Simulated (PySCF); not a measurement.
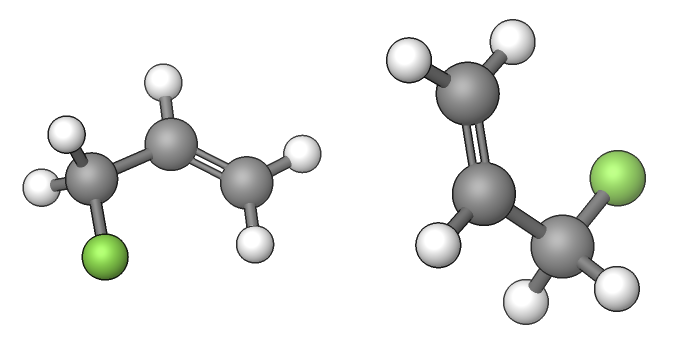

The same structure drawn twice, from different directions. Colours: carbon grey, fluorine green, hydrogen white.

The geometry was computed by an optimisation with PBE0-D3(BJ)/def2-TZVP. No frequency run is at hand to confirm it as a minimum.

Which formula does it have?

Answer. C3H5F, 9 atoms: 3 carbon, 5 hydrogen and 1 fluorine.

Give the symmetry (Schoenflies symbol).

Answer. Cs.

Write the SMILES.

Answer. C=CCF

More results for the same structure follow; atom numbers are the same in all pictures, views and colours differ.

## Geometry

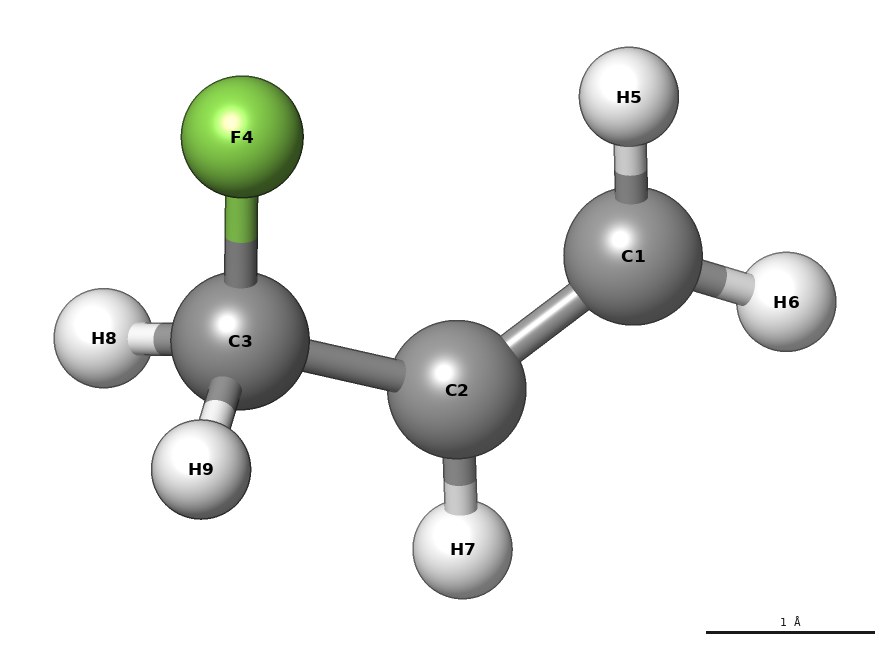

Numbered structure. No frequency run is at hand to confirm it as a minimum.

List the bonds and their lengths.

| bond | length (Å) | order |
| --- | --- | --- |
| C1–C2 | 1.323 | double |
| C1–H5 | 1.083 | single |
| C1–H6 | 1.083 | single |
| C2–C3 | 1.487 | single |
| C2–H7 | 1.088 | single |
| C3–F4 | 1.377 | single |
| C3–H8 | 1.097 | single |
| C3–H9 | 1.097 | single |

## Dipole moment

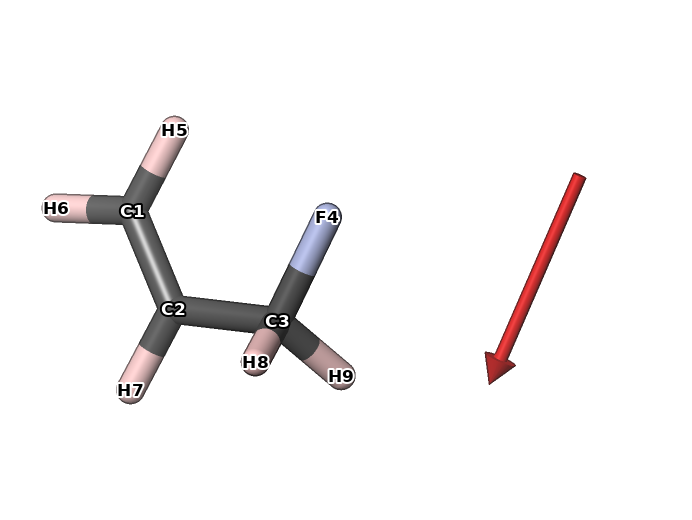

The arrow beside the molecule shows the direction of the dipole moment, from the negative to the positive end (its length means nothing). No frequency run is at hand to confirm it as a minimum. Level of theory: KT3/pcSseg-2, gas phase (PySCF 2.14.0).

Estimate the dipole moment.

Answer. 1.64 D; it points from the side of F4, H5 to the side of H7 (the outermost atoms at the two ends).

## NMR shielding

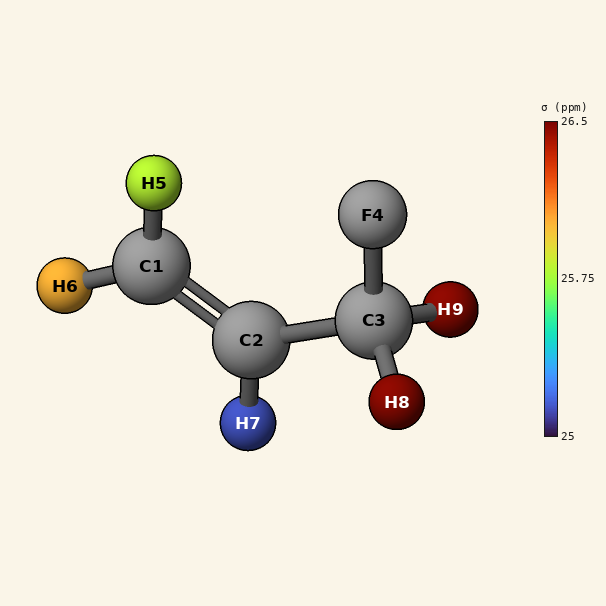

Atoms are coloured by their isotropic NMR shieldings (H only, the others grey). No frequency run is at hand to confirm it as a minimum. Properties computed with GIAO ωB97X-D/pcSseg-2 NMR shielding, non-relativistic, IEF-PCM chloroform (PySCF 2.14.0).

Which H atom is the most shielded (lowest chemical shift)?

Answer. H8, H9 (26.46 ppm).

Which H atom is the least shielded (highest chemical shift)?

Answer. H7 (25.15 ppm).

How wide is the range of H shifts?

Answer. 1.31 ppm.

List the isotropic NMR shieldings of the H atoms.

```
atom  σ (ppm)
  H5    25.80
  H6    26.01
  H7    25.15
  H8    26.46
  H9    26.46
```

## Polarisability

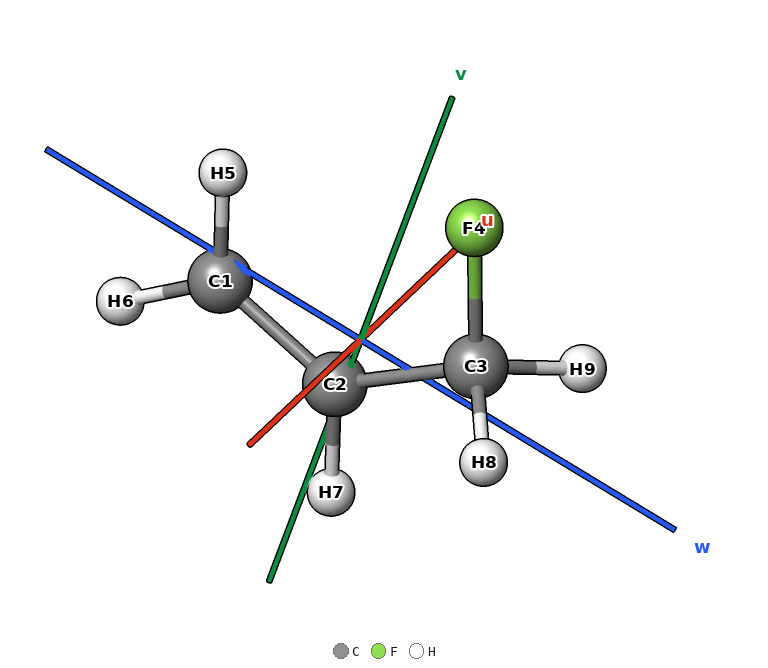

The lines u, v and w are the principal axes of the static dipole polarisability. No frequency run is at hand to confirm it as a minimum. Method: CAM-B3LYP/aug-cc-pVTZ (PySCF 2.14.0).

Along which axis is the molecule most polarisable, and along which least?

Answer. Most along w, least along u.

Give the three principal values.

Answer. u 32.0, v 37.9, w 50.9 bohr³; mean 40.3, anisotropy 16.7 bohr³.
